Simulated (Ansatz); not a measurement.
# Run report: C₂H₇FO₂Si₂, molecular dynamics (part 3 of 3)

C₂H₇FO₂Si₂; UKS PBE/STO-3G (Ansatz 0.2.0). It belongs to a series of runs on one base structure; here: dynamics from the start.

Geometry of the input (Å):
```
O  -1.2346  -1.5887  -1.0663
C  -0.5801  -2.6648  -0.7244
O  0.7049  -2.4442  -0.3218
Si 0.5989  -0.5764  -0.5932
F  2.1927  -0.3558  -0.1955
C  -0.3554  0.4499  0.6868
Si 0.0873  2.2821  0.6918
H  -0.9719  -3.7150  -0.7358
H  0.5294  -0.1178  -1.9884
H  -1.4382  0.3410  0.5086
H  -0.1597  0.0354  1.6914
H  -0.1775  2.8673  -0.6139
H  -0.7053  2.9915  1.6859
H  1.4965  2.4664  1.0037
```

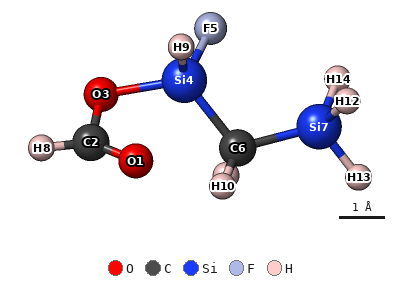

*The geometry at step 102 of the log (ball-and-stick view, seen at a tilt; atoms are numbered from 1 in the order of the input).*

Trajectory as extended XYZ, continued
```
14
Properties=species:S:1:pos:R:3:forces:R:3 step=34 time_fs=8.5 energy=-24430.99575 temperature=696.0
O    -1.3276   -1.5647   -0.9811    1.0760  -0.3996  -0.3580
C    -0.6364   -2.6522   -0.7960    1.4816  -0.9228   2.2809
O     0.7325   -2.5350   -0.3122   -3.2096   1.6981  -1.9475
Si    0.5814   -0.6122   -0.6410    3.5419   0.6990   2.2147
F     2.3657   -0.2408   -0.1270   -4.2116  -1.0238  -1.4942
C    -0.3645    0.4524    0.6217   -2.2076  -0.7482   2.7181
Si    0.0747    2.2872    0.6952    0.1444  -0.6428  -1.8246
H    -1.1047   -3.6728   -0.6765    0.2700   0.0544  -0.4593
H     0.3529   -0.1948   -2.0250    0.5387   0.0396  -0.1578
H    -1.4819    0.5259    0.4905    0.6179  -0.9284  -0.7424
H    -0.3446   -0.0675    1.7027    0.5960   1.3991  -2.3885
H    -0.2232    2.8506   -0.7873    0.8200  -0.6244   2.7308
H    -0.6557    2.9542    1.7657   -0.1309   0.1643  -0.2546
H     1.4256    2.0381    1.1521    0.6733   1.2356  -0.3175
14
Properties=species:S:1:pos:R:3:forces:R:3 step=45 time_fs=11.2 energy=-24431.20638 temperature=831.3
O    -1.3534   -1.5553   -0.9576    2.2873  -1.6610  -0.1948
C    -0.6301   -2.6635   -0.7925   -0.2442   0.7361   1.6556
O     0.7138   -2.5510   -0.3252   -2.3959   1.6742  -1.6688
Si    0.5928   -0.6209   -0.6472    3.2779   1.2178   2.5107
F     2.3929   -0.2100   -0.1149   -4.3896  -1.2773  -1.5820
C    -0.3948    0.4505    0.6229   -0.2072   1.4975  -3.1450
Si    0.0753    2.2818    0.6974   -0.4521  -0.5778  -1.6464
H    -1.1310   -3.6622   -0.7178    0.3363  -0.3150  -0.3130
H     0.3644   -0.2206   -2.0336    0.5441   0.0218  -0.2215
H    -1.4499    0.4901    0.3163   -0.2304  -0.8948   0.3466
H    -0.2467    0.0091    1.5572   -0.1679  -0.9909   2.4525
H    -0.1789    2.8649   -0.7375    0.6147  -0.4984   2.1832
H    -0.6581    2.9652    1.7619   -0.0471   0.0869  -0.3039
H     1.4152    2.0610    1.1344    1.0742   0.9810  -0.0732
14
Properties=species:S:1:pos:R:3:forces:R:3 step=56 time_fs=14.0 energy=-24431.34845 temperature=922.5
O    -1.3689   -1.5531   -0.9350    2.8318  -2.2373  -0.1710
C    -0.6253   -2.6709   -0.7790   -2.0947   1.3492   0.7836
O     0.6844   -2.5594   -0.3457   -0.8131   1.5678  -1.0613
Si    0.6126   -0.6266   -0.6470    2.9784   1.5792   2.2493
F     2.4032   -0.1840   -0.1089   -4.3599  -1.4727  -1.5678
C    -0.4268    0.4560    0.6085    1.4447   0.8947  -2.8302
Si    0.0752    2.2747    0.6962    0.7691  -1.7196   1.9790
H    -1.1324   -3.6714   -0.7817    0.4479  -0.2533  -0.1297
H     0.4150   -0.2454   -2.0561    0.4959  -0.1013   0.0481
H    -1.4301    0.3916    0.1662   -0.4677  -0.5132   1.2408
H    -0.1589    0.0318    1.5500   -1.0360  -0.8100   1.5285
H    -0.0936    2.8521   -0.5506   -0.1283   1.0788  -1.7013
H    -0.6642    2.9825    1.7372   -0.0259   0.0227  -0.1879
H     1.4723    2.1546    1.1089   -0.0422   0.6151  -0.1799
14
Properties=species:S:1:pos:R:3:forces:R:3 step=68 time_fs=17.0 energy=-24431.32338 temperature=907.1
O    -1.3717   -1.5620   -0.9113    2.2569  -1.8816  -0.3173
C    -0.6346   -2.6704   -0.7591   -3.3185   0.7215  -0.1859
O     0.6487   -2.5603   -0.3735    1.2867   1.4946  -0.2809
Si    0.6430   -0.6281   -0.6401    2.6686   1.5699   1.9298
F     2.3955   -0.1622   -0.1091   -4.1237  -1.5800  -1.4348
C    -0.4518    0.4671    0.5753    2.4145  -1.6242   0.9885
Si    0.0773    2.2620    0.7003    1.4493  -1.1250   2.4224
H    -1.0976   -3.6989   -0.8611    0.4247   0.1678   0.1222
H     0.5101   -0.2809   -2.0761    0.3142  -0.1840   0.3099
H    -1.4412    0.2461    0.1021    0.0377   0.3157   1.5498
H    -0.1512   -0.0005    1.6458   -1.9060   0.8328  -2.4843
H    -0.0087    2.9258   -0.4796   -0.3896   1.3867  -2.6467
H    -0.6740    3.0034    1.6965   -0.1100  -0.0263   0.1097
H     1.5301    2.3040    1.0678   -1.0046  -0.0680  -0.0826
14
Properties=species:S:1:pos:R:3:forces:R:3 step=79 time_fs=19.8 energy=-24431.79723 temperature=1211.9
O    -1.3638   -1.5788   -0.8911    0.5283  -0.5044  -0.5849
C    -0.6629   -2.6654   -0.7416   -2.2752  -0.3424  -0.6227
O     0.6214   -2.5540   -0.4004    2.5170   1.4252   0.2240
Si    0.6782   -0.6253   -0.6285    2.1601   1.1309   1.8125
F     2.3720   -0.1485   -0.1151   -3.5785  -1.5275  -1.1505
C    -0.4603    0.4682    0.5487    1.6214  -1.8035   0.3104
Si    0.0829    2.2478    0.7098    0.5626   2.2942  -2.0566
H    -1.0362   -3.7150   -0.9256   -0.0272   0.1345   0.3001
H     0.6208   -0.3263   -2.0734    0.0378  -0.1181   0.2322
H    -1.4519    0.1346    0.1540    0.1758   1.0649   0.7619
H    -0.2760    0.0191    1.5801   -0.6808   0.2653  -1.0081
H     0.0405    3.0804   -0.5876   -0.3533  -1.2363   1.2756
H    -0.6907    3.0201    1.6658   -0.1200  -0.1696   0.2202
H     1.5168    2.4379    1.0252   -0.5681  -0.6132   0.2860
14
Properties=species:S:1:pos:R:3:forces:R:3 step=90 time_fs=22.5 energy=-24431.43757 temperature=980.9
O    -1.3538   -1.5976   -0.8737   -1.9280   1.6669  -0.9265
C    -0.7041   -2.6626   -0.7276    0.6096  -1.7636  -0.5236
O     0.6052   -2.5413   -0.4265    2.6271   1.1859   0.4817
Si    0.7188   -0.6197   -0.6123    1.0317   0.2870   1.6298
F     2.3348   -0.1405   -0.1254   -2.4334  -1.2514  -0.6284
C    -0.4587    0.4597    0.5222    1.2922  -0.1362  -2.4372
Si    0.0897    2.2391    0.7147   -0.8916   3.3295  -3.1941
H    -0.9770   -3.7230   -0.9690   -0.5407  -0.1356   0.3670
H     0.7341   -0.3796   -2.0553   -0.2569   0.0431  -0.0468
H    -1.4563    0.0972    0.2545   -0.5782   1.3379  -0.9694
H    -0.4465    0.0475    1.4685    0.9561  -1.3704   3.3664
H     0.0634    3.1582   -0.6242   -0.4411  -2.0378   2.1116
H    -0.7151    3.0239    1.6496   -0.0052  -0.3818   0.1198
H     1.4669    2.5299    1.0032    0.5585  -0.7734   0.6499
14
Properties=species:S:1:pos:R:3:forces:R:3 step=102 time_fs=25.5 energy=-24431.61516 temperature=1094.6
O    -1.3529   -1.6095   -0.8594   -3.6566   2.8906  -1.1203
C    -0.7445   -2.6717   -0.7160    3.1306  -2.2900  -0.3559
O     0.6009   -2.5215   -0.4524    2.0805   0.6043   0.6450
Si    0.7657   -0.6129   -0.5899   -1.3102  -0.9769   0.4706
F     2.2843   -0.1372   -0.1392   -0.0689  -0.5819   0.3160
C    -0.4484    0.4469    0.4831    0.2771  -1.3186   2.4424
Si    0.0948    2.2388    0.7113   -1.0573   1.9607  -1.1869
H    -0.9554   -3.7409   -0.9860   -0.7119  -0.1188   0.4312
H     0.8364   -0.4342   -2.0385   -0.4911   0.1824  -0.1484
H    -1.5001    0.1647    0.2897   -0.0494   1.2434  -1.6036
H    -0.5587    0.0005    1.5399    1.6045   0.4383  -0.8398
H     0.0524    3.0877   -0.5079   -0.4713  -0.8229   0.1799
H    -0.7426    2.9976    1.6423    0.0417  -0.4206   0.0973
H     1.4528    2.5672    1.0311    0.6822  -0.7899   0.6723
14
Properties=species:S:1:pos:R:3:forces:R:3 step=113 time_fs=28.2 energy=-24431.37224 temperature=938.7
O    -1.3684   -1.6079   -0.8515   -3.0764   1.2074  -0.8709
C    -0.7632   -2.6930   -0.7077    3.0828  -0.0923  -0.4723
O     0.6069   -2.5004   -0.4731    1.4742  -0.1145   0.7342
Si    0.8051   -0.6092   -0.5683   -4.6239  -2.2074  -1.4556
F     2.2377   -0.1364   -0.1505    3.1908   0.4040   1.4774
C    -0.4370    0.4283    0.4594   -0.8228  -0.5878   3.5724
Si    0.0970    2.2435    0.7055    0.3352  -1.2812   3.1460
H    -0.9868   -3.7657   -0.9692   -0.4710   0.0421   0.4705
H     0.8942   -0.4710   -2.0324   -0.6002   0.2545   0.0440
H    -1.5407    0.3169    0.2090    1.3607   0.5252  -0.8054
H    -0.5488   -0.0250    1.5749    1.0687   0.8613  -2.4893
H     0.0064    2.9708   -0.4004   -0.5136   1.9276  -3.7349
H    -0.7655    2.9430    1.6438   -0.0558  -0.2193   0.2158
H     1.4848    2.5422    1.1044   -0.3487  -0.7197   0.1683
14
Properties=species:S:1:pos:R:3:forces:R:3 step=124 time_fs=31.0 energy=-24431.56536 temperature=1062.0
O    -1.3976   -1.6011   -0.8475   -1.4420  -1.3776  -0.4521
C    -0.7640   -2.7146   -0.7023    1.6991   2.7620  -0.6121
O     0.6197   -2.4799   -0.4904    0.8653  -0.7903   0.7630
Si    0.8325   -0.6112   -0.5504   -7.8807  -2.9741  -3.1642
F     2.2034   -0.1340   -0.1563    6.3861   1.4099   2.4911
C    -0.4294    0.4072    0.4550    0.2005   2.1701  -0.3368
Si    0.0997    2.2460    0.7060    0.6286  -0.5641   0.7824
H    -1.0509   -3.7874   -0.9187    0.0180   0.2343   0.4452
H     0.9092   -0.4895   -2.0237   -0.5897   0.2975   0.1559
H    -1.4926    0.5041    0.0707    1.2621  -0.6751   0.1272
H    -0.4668    0.0011    1.4581   -0.3007  -0.5773   0.7572
H    -0.0728    2.9594   -0.5106    0.0250   0.4083  -0.8420
H    -0.7921    2.8727    1.6601   -0.0966   0.0043   0.2004
H     1.4956    2.4671    1.1900   -0.7750  -0.3279  -0.3152
14
Properties=species:S:1:pos:R:3:forces:R:3 step=135 time_fs=33.8 energy=-24430.97779 temperature=684.4
O    -1.4335   -1.6001   -0.8456   -0.0030  -2.8274  -0.1625
C    -0.7543   -2.7203   -0.7005    0.3046   4.1005  -0.5345
O     0.6364   -2.4628   -0.5044    0.2724  -1.2326   0.7503
Si    0.8400   -0.6207   -0.5404   -8.4842  -2.6685  -3.6173
F     2.1929   -0.1265   -0.1527    7.2258   1.6437   2.6583
C    -0.4203    0.3988    0.4486    2.0857   3.4973  -2.6000
Si    0.1038    2.2469    0.7087   -0.4685   0.2687  -1.9292
H    -1.1135   -3.7920   -0.8366    0.5295   0.4156   0.3259
H     0.8821   -0.4867   -2.0057   -0.4754   0.3151  -0.0221
H    -1.3630    0.6450   -0.0622   -0.3989  -1.4472   0.4346
H    -0.4034   -0.0144    1.3982   -1.2924  -1.3091   2.7298
H    -0.1497    2.9827   -0.6864    0.7244  -1.0458   2.3657
H    -0.8243    2.8018    1.6892    0.0837   0.0966  -0.0848
H     1.4574    2.3691    1.2559   -0.1037   0.1930  -0.3141
14
Properties=species:S:1:pos:R:3:forces:R:3 step=147 time_fs=36.8 energy=-24431.20669 temperature=831.9
O    -1.4728   -1.6132   -0.8444    0.7899  -2.6698  -0.0972
C    -0.7415   -2.6990   -0.7020   -0.4305   3.5828  -0.1473
O     0.6559   -2.4505   -0.5157   -0.3206  -1.3188   0.6809
Si    0.8242   -0.6385   -0.5399   -5.2521  -1.0632  -2.6898
F     2.2117   -0.1116   -0.1377    4.7548   0.6873   1.7085
C    -0.3965    0.4107    0.4295    2.1565   0.8083   2.3033
Si    0.1068    2.2484    0.7066   -1.2866  -0.2935  -1.5361
H    -1.1392   -3.7648   -0.7214    0.7798   0.2869   0.0752
H     0.8140   -0.4578   -1.9888   -0.3023   0.2896  -0.2516
H    -1.2549    0.6844   -0.1755   -1.4529  -1.5010   0.3730
H    -0.4359   -0.1074    1.4896   -1.2883   1.1824  -2.2884
H    -0.1767    2.9325   -0.7018    0.8759  -0.7519   2.3712
H    -0.8519    2.7326    1.7131    0.2733   0.1913  -0.3744
H     1.4103    2.2780    1.3038    0.7028   0.5695  -0.1273
14
Properties=species:S:1:pos:R:3:forces:R:3 step=158 time_fs=39.5 energy=-24431.97237 temperature=1324.7
O    -1.5055   -1.6374   -0.8439    0.5284  -1.1204  -0.2786
C    -0.7319   -2.6574   -0.7043   -0.0820   1.4252   0.4238
O     0.6724   -2.4454   -0.5228   -0.7407  -0.9848   0.5382
Si    0.7953   -0.6578   -0.5468   -1.0661   0.8312  -1.6933
F     2.2481   -0.0951   -0.1170    1.5652  -0.5148   0.4945
C    -0.3624    0.4282    0.4228   -0.7440   0.0872   1.2926
Si    0.1065    2.2487    0.7011   -0.2141  -2.0727   1.9772
H    -1.1063   -3.7193   -0.6096    0.6347  -0.0670  -0.1732
H     0.7284   -0.4100   -1.9895   -0.1357   0.1650  -0.0895
H    -1.2489    0.6087   -0.2448   -0.0696  -1.1145   1.1315
H    -0.5587   -0.1219    1.4404   -0.4410   1.3078  -2.0468
H    -0.1394    2.8372   -0.5548    0.3028   1.0165  -0.9566
H    -0.8587    2.6840    1.7096    0.1389   0.3697  -0.2671
H     1.4114    2.2354    1.3350    0.3231   0.6716  -0.3528
```

Results in brief

| quantity | value |
| --- | --- |
| outcome | finished |
| mean temperature over the second half | 978 K |
| trajectory | 158 steps, 39.5 fs |
| ensemble | nve |
| temperature in the input | 2000.0 K |
| time step | 0.25 fs |
| potential energy (last step) | −24431.9724 eV |
| mean-field energy (last step) | −24431.9724 eV |
| largest force (length of the vector) (last step) | 2.873 eV/Å |
| hardware | 1 thread of AMD EPYC (Zen 3), 64 GiB of memory available, shared host |
| wall time | 10 min |
| peak memory | 0.16 GiB |

Notes

So short a trajectory is not equilibrated.
